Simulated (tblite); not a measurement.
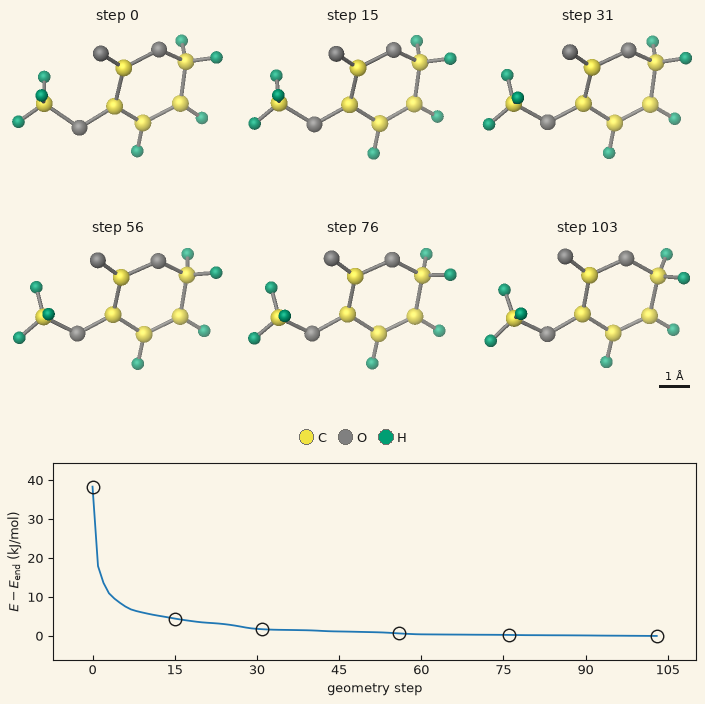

Frames of a relaxation of C6H7O3 (multiplicity 2), marked on the history of the run. Style: ball-and-stick. Shown at a tilt.

These are results of GFN2-xTB geometry optimisation, gas phase (tblite 0.8.0), not measurements. 

### Describe the path.

An O atom moves most after the best rigid fit: 0.60 Å. By element the largest moves are O 0.60 Å, H 0.53 Å, C 0.38 Å. Near-neighbour distances that change, for instance: C–C 1.434 → 1.350 Å, C–C 1.347 → 1.412 Å, C–C 1.501 → 1.452 Å, C–O 1.385 → 1.348 Å. Among the angles between lasting bonds that change: C–O–C 114.8° → 121.4°, C–C–H 121.0° → 116.8°, C–C–H 117.9° → 121.8°. Groups turn about C–O by about 35°, C–O by about 20°. Over 103 geometry steps the energy falls by 38.4 kJ/mol. The run took 0.62 s on 1 thread of Arm Neoverse V1, on a shared host. From step 0 to 15: an O atom moves most (0.17 Å), energy −33.9 kJ/mol. From step 15 to 31: an O atom moves most (0.21 Å), energy −2.74 kJ/mol. From step 31 to 56: an O atom moves most (0.23 Å), energy −1.08 kJ/mol. From step 56 to 76: an H atom moves most (0.13 Å), energy −0.39 kJ/mol. From step 76 to 103: H atoms move most (0.19 Å), energy −0.26 kJ/mol.

| step | E − E(0), kJ/mol |
| --- | --- |
| 0 | 0.00 |
| 1 | -20.40 |
| 2 | -24.72 |
| 3 | -27.39 |
| 4 | -28.77 |
| 5 | -29.84 |
| 6 | -30.80 |
| 7 | -31.53 |
| 8 | -31.96 |
| 9 | -32.30 |
| 10 | -32.61 |
| 15 | -33.89 |
| 20 | -34.86 |
| 25 | -35.48 |
| 30 | -36.54 |
| 34 | -36.78 |
| 39 | -36.89 |
| 44 | -37.17 |
| 49 | -37.32 |
| 54 | -37.53 |
| 59 | -37.91 |
| 64 | -37.98 |
| 69 | -38.03 |
| 74 | -38.07 |
| 79 | -38.15 |
| 83 | -38.18 |
| 88 | -38.21 |
| 93 | -38.27 |
| 98 | -38.31 |
| 103 | -38.35 |
